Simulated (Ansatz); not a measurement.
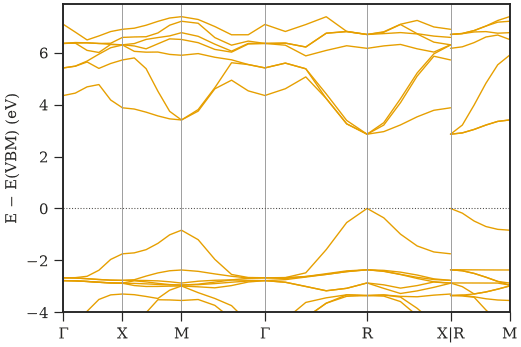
Fig. 1. Band structure from DFT-HSE06 in the program Ansatz with PAW potentials

Read off the gap and where the band edges lie.

About 2.9 eV (2.86 eV among the points solved); maximum at R, minimum at R.

The material is CsPbCl₃ (cubic perovskite, space group No. 221).

Space group Pm-3m (cubic perovskite). This is a known high-temperature phase of the composition, computed here at zero pressure and temperature. The cell was relaxed with HSE06 under the symmetry of its start; whether a distortion lowers the energy is not shown. The hybrid was solved on a coarse mesh, the path and, where they were found, the r²SCAN edge points; its band edges are the extreme levels among these. Spin–orbit coupling is left out wherever it is not named.

Potentials: the later of the program's two PAW sets.
